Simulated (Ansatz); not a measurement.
# [PH4]+ (phosphonium): CCSDT/3-21G

Aim: the energy change on altering one bond length of [PH4]+ (phosphonium) at CCSDT/3-21G, from 2 runs. 

The results are computed with Ansatz 0.2.0.

**1. The system as given**

[PH4]+ has 5 atoms, charge +1, and is taken as a singlet. SMILES: `[PH4+]`. The shape is that of a GFN2-xTB optimisation.

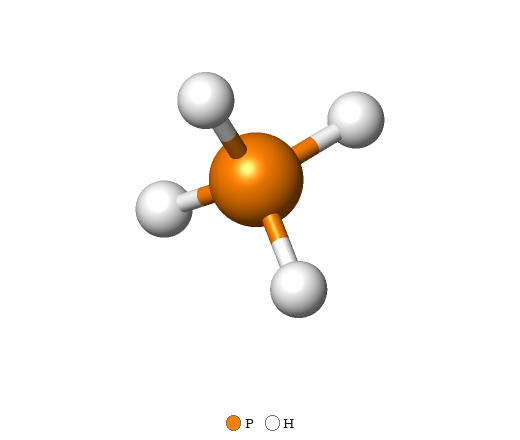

Viewed from a chosen angle; phosphorus orange, hydrogen white.

**2. A single-point energy at CCSDT/3-21G**

Input file run.yaml:

```yaml
crystal:
  periodic: [false, false, false]
  atoms:
    - {symbol: P, position_ang: [-0.000020, -0.000000, 0.000050]}
    - {symbol: H, position_ang: [1.357460, -0.061330, 0.210450]}
    - {symbol: H, position_ang: [-0.617320, -1.016050, 0.691010]}
    - {symbol: H, position_ang: [-0.261860, -0.133750, -1.343340]}
    - {symbol: H, position_ang: [-0.478250, 1.211140, 0.441830]}
basis:
  gaussian:
    orbitals: 3-21G.json
total_charge: 1
correlation:
  method: ccsdt
  frozen_orbitals: {H: 0, P: 5}
accuracy: high
scf:
  omitted_lower_state_checks: [cluster_reference, increment]
```

The basis set 3-21G is read from a file made from the Basis Set Exchange's data (not shown).

The run is started by

```
$ ansatz run run.yaml --threads 1 --pin off --max-ram 2610MiB --events-out events.jsonl --progress --plain --runs-dir runs
```

Output, shortened:

```text
Warning: RAYON_NUM_THREADS=1 ignored (pool sized by the plan → 1); use --threads N
Functional definition: HF
  name "HF"
[...]
423 factors; integrals over basis functions are off by at most 4.4e-9 eV
[...]
mean field -9279.01884870 eV, -340.9976531450 hartree, gradient 2.1e-8 eV, S^2 0.000000; 0 other end points of the search recorded, 0 dependent functions left out
5 core orbitals not correlated: weight in the atoms' cores, before any rotation towards them, 1.000 or more for the frozen orbitals, at most 0.000 for the correlated occupied ones
reference -9279.01884870 eV, -340.9976531450 hartree; 4, 4 occupied and 12, 12 virtual orbitals, 423 factors
second order -1.91968101 eV of doubles, -0.00000000 eV of singles
cycle   1  -2.35337875 eV  change   -4.3e-1 eV  update   5.0e-2
[...]
cycle  17  -2.58166098 eV  change  -9.5e-10 eV  update  3.2e-10
Total energy: -9281.60050968 eV, -341.0925274360 hartree
Checks for a lower state left out: cluster_reference, increment
```

Run time: 0.34 s. Hardware: 1 thread of AMD EPYC 7R43 (Zen 3), shared host.

**3. The distorted shape**

Input file input.yaml:

```yaml
crystal:
  periodic: [false, false, false]
  atoms:
    - {symbol: P, position_ang: [0.154283, 0.253976, -0.172665]}
    - {symbol: H, position_ang: [1.511763, 0.192646, 0.037735]}
    - {symbol: H, position_ang: [-0.617320, -1.016050, 0.691010]}
    - {symbol: H, position_ang: [-0.107557, 0.120226, -1.516055]}
    - {symbol: H, position_ang: [-0.323947, 1.465116, 0.269115]}
basis:
  gaussian:
    orbitals: 3-21G.json
correlation:
  method: ccsdt
  frozen_orbitals: {H: 0, P: 5}
scf:
  omitted_lower_state_checks: [cluster_reference, increment]
accuracy: high
total_charge: 1
```

The basis set 3-21G is read from a file made from the Basis Set Exchange's data (not shown).

The run is started by

```
$ ansatz run input.yaml --threads 1 --pin off --max-ram 2610MiB --events-out events.jsonl --progress --plain --runs-dir runs
```

Output, shortened:

```text
Warning: RAYON_NUM_THREADS=1 ignored (pool sized by the plan → 1); use --threads N
Functional definition: HF
  name "HF"
[...]
419 factors; integrals over basis functions are off by at most 4.0e-9 eV
[...]
mean field -9278.24975972 eV, -340.9693896460 hartree, gradient 3.9e-8 eV, S^2 0.000000; 0 other end points of the search recorded, 0 dependent functions left out
5 core orbitals not correlated: weight in the atoms' cores, before any rotation towards them, 1.000 or more for the frozen orbitals, at most 0.000 for the correlated occupied ones
reference -9278.24975972 eV, -340.9693896460 hartree; 4, 4 occupied and 12, 12 virtual orbitals, 419 factors
second order -2.03528720 eV of doubles, -0.00000000 eV of singles
cycle   1  -2.50427457 eV  change   -4.7e-1 eV  update   5.8e-2
[...]
cycle  19  -2.78900203 eV  change  -2.6e-10 eV  update  1.1e-10
Total energy: -9281.03876175 eV, -341.0718835802 hartree
Checks for a lower state left out: cluster_reference, increment
```

It took 0.43 s on 1 thread of AMD EPYC 7R43 (Zen 3), shared host.

**4. Outcome**

Level: CCSDT/3-21G, 5 core orbitals frozen.

```
                                                         quantity          value
                                        first shape: total energy  -341.09253 Eh
         first shape: correlation energy (5 core orbitals frozen)      -94.9 mEh
                                       first shape: T1 diagnostic          0.003
                                    distorted shape: total energy  -341.07188 Eh
     distorted shape: correlation energy (5 core orbitals frozen)     -102.5 mEh
                                   distorted shape: T1 diagnostic          0.006
energy change with the P1–H3 bond stretched from 1.375 to 1.719 Å       0.562 eV
```

**Reading.** With the P1–H3 bond stretched from 1.375 to 1.719 Å the energy rises by 0.56 eV (13.0 kcal/mol). The first shape isn't relaxed at this level, so the change isn't measured from a minimum.
